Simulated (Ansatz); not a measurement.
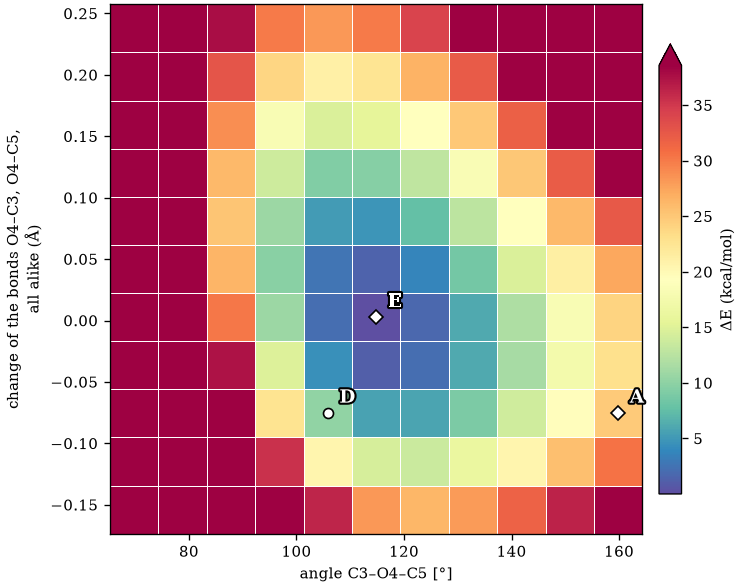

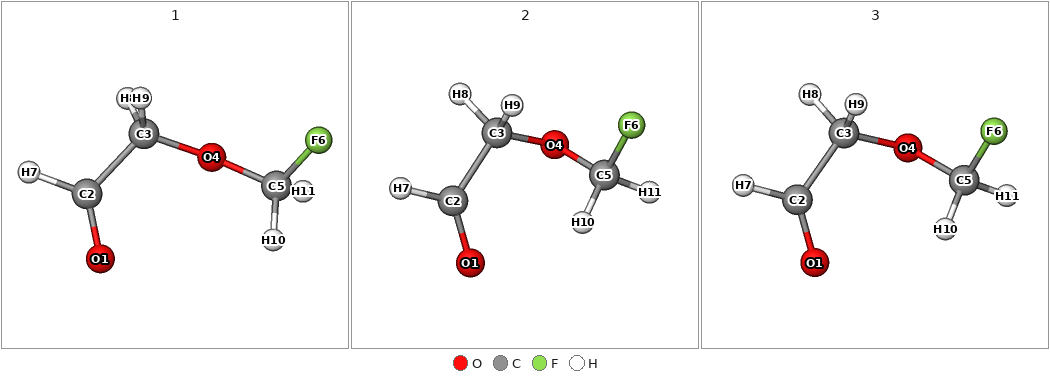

C₃H₅FO₂, SMILES O=CCOCF. First axis: angle C3–O4–C5. Second axis: change of the bonds O4–C3, O4–C5, all alike. Nothing is relaxed (all other coordinates rigid). Grid: 11 × 11 points. Points are written as (first, second). Energies are in kcal/mol, from the relaxed molecule at the same level. These are results of Ansatz 0.2.0, RKS PBE-D4/def2-SVP, not measurements.

Drawn: one coloured cell a grid point, one colour for all values above the top of the scale, lettered points. The numbered pictures are the structures at these points, in random order.

> Which structure belongs to which point?

A is structure 1: (159.8°, −0.075 Å), 25 kcal/mol; D is structure 2: (105.8°, −0.075 Å), 10 kcal/mol; E is structure 3: (114.8°, 0.003 Å), 0 kcal/mol.
